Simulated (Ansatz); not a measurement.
# CH3ClF2MoOS (SMILES C[O][Mo]([F])([F])(=[S])[Cl]): what the fields show

Input

```
crystal:
  periodic: [false, false, false]
  atoms:
    - {symbol: C, position_ang: [0.440022, -1.674098, 0.085275]}
    - {symbol: O, position_ang: [-0.192013, -0.504855, 0.513998]}
    - {symbol: Mo, position_ang: [-0.446703, 1.224781, 0.001557]}
    - {symbol: F, position_ang: [-1.971912, 0.699211, -0.914816]}
    - {symbol: F, position_ang: [-0.396710, 2.575631, -1.254659]}
    - {symbol: S, position_ang: [-1.019123, 2.180026, 1.749845]}
    - {symbol: Cl, position_ang: [1.845875, 1.369793, -0.113923]}
    - {symbol: H, position_ang: [1.498679, -1.454378, -0.094646]}
    - {symbol: H, position_ang: [0.345247, -2.428905, 0.867865]}
    - {symbol: H, position_ang: [-0.020362, -2.038404, -0.837495]}
basis:
  gaussian: {orbitals: def2-TZVPP}
hamiltonian: {xc: pbe0, dispersion: d4}
output: {orbitals: {seedname: orbitals}}
```

Command:

```sh
ansatz run in.yaml --threads 4 --pin off --events-out ev --progress --plain --max-ram 11315MiB
```

Geometry: PBE0-D4/def2-TZVP; core potentials replace the inner electrons of Mo.

The calculation used Ansatz 0.2.0, RKS PBE0-D4/def2-TZVPP.

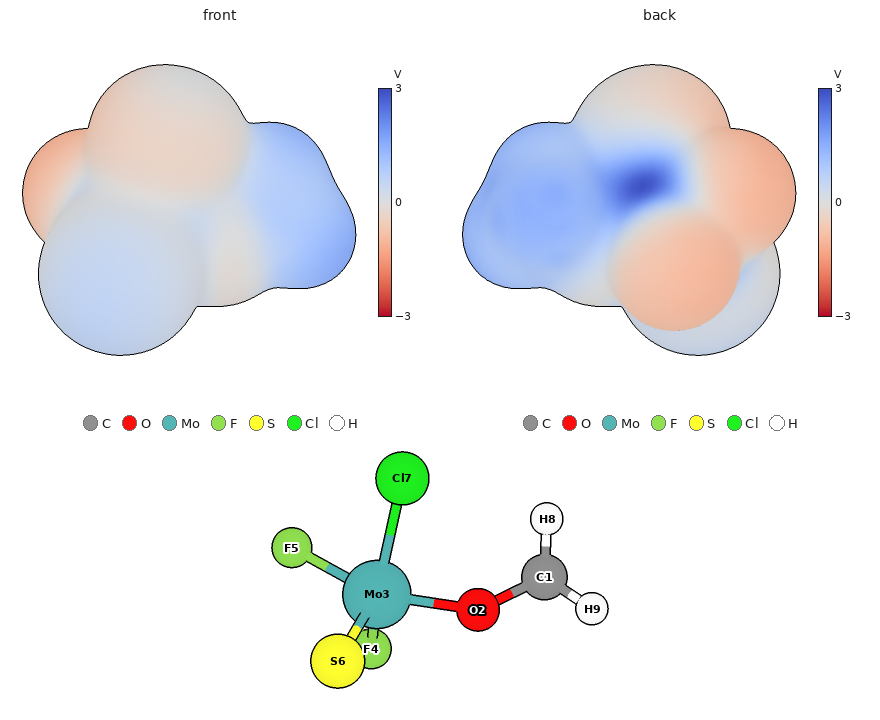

Figure 1. The molecular electrostatic potential painted on the density surface at 0.002 e/bohr³, seen from the front and from behind; the colour scale runs from red (negative) to blue (positive). The bare structure is drawn below in the same view.

Where is the surface potential most negative and most positive?

Answer. The most negative region (about −1.0 V) lies over F5, the most positive (about +2.6 V) over Mo3.

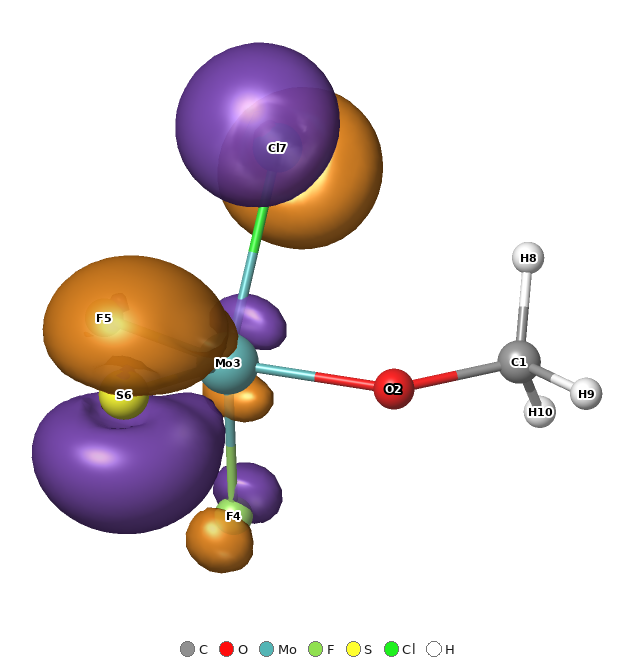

Figure 2. The HOMO−1 at ±0.15 Å⁻³ᐟ² (orange and purple are the two phases), seen across its widest extent.

Where does this orbital lie, and at what energy?

Answer. By Hirshfeld shares it lies mainly on S6 (about 45 %), Cl7 (about 40 %) and Mo3 (about 10 %); largely a combination of lone pairs on S6 and Cl7. Its energy is −8.75 eV.

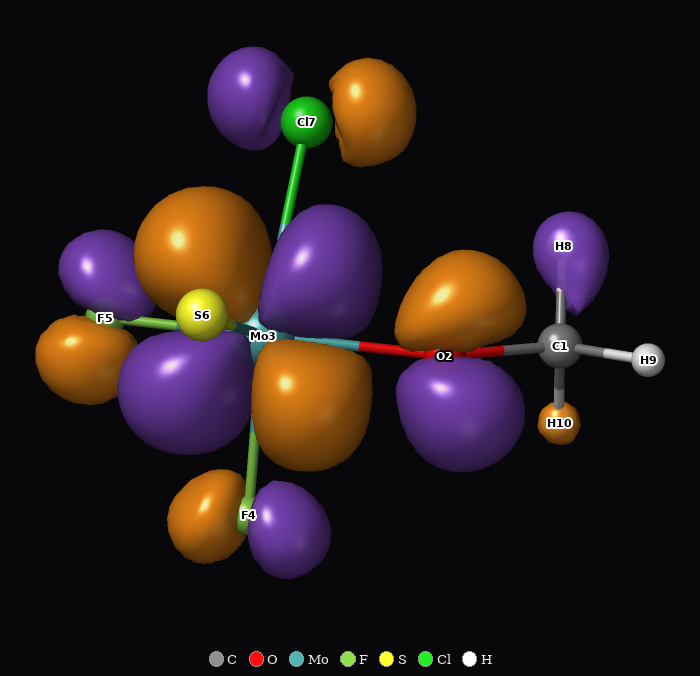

Figure 3. One frontier orbital at ±0.1 Å⁻³ᐟ² (orange and purple are the two phases), seen at a tilt.

Which orbital is it: HOMO or LUMO?

Answer. The LUMO, at −3.79 eV. It lies mainly on Mo3 (about 65 %), O2 (about 15 %), F5 (about 5 %) and Cl7 (about 5 %).
